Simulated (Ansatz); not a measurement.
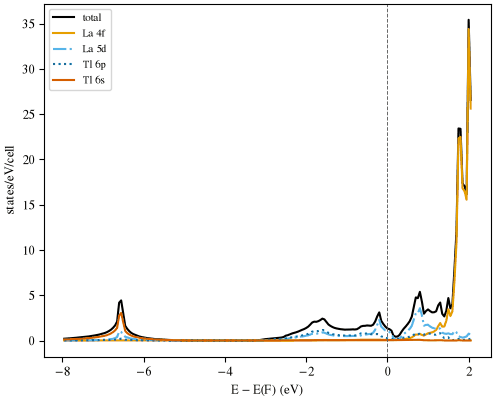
Fig. 1. Total and projected density of states of LaTl (CsCl type, Pm-3m), r²SCAN (plane waves, PAW; program Ansatz)

### Question
Which orbitals carry the states next to the Fermi level?

### Answer
Within 0.5 eV of the Fermi level: La 5d 59 %, Tl 6p 28 %, La 4f 6 %. Projections are on Löwdin-orthogonalised atomic valence shells; empty p or d shells of many metals are not among them.

### Question
Where is the tallest occupied peak in this window, and what makes it?

### Answer
Near -6.5 eV, about 4.4 states/eV per cell; the largest projected share is Tl 6s.

The workflow started from an entry of the Crystallography Open Database (COD). Whether it is the stable phase at ambient conditions was not checked. The cell was relaxed with r²SCAN under the symmetry of its start; whether a distortion lowers the energy is not shown. Scalar-relativistic: spin–orbit coupling is off unless named, which matters more the heavier the elements.

Potentials: the later of the program's two PAW sets.
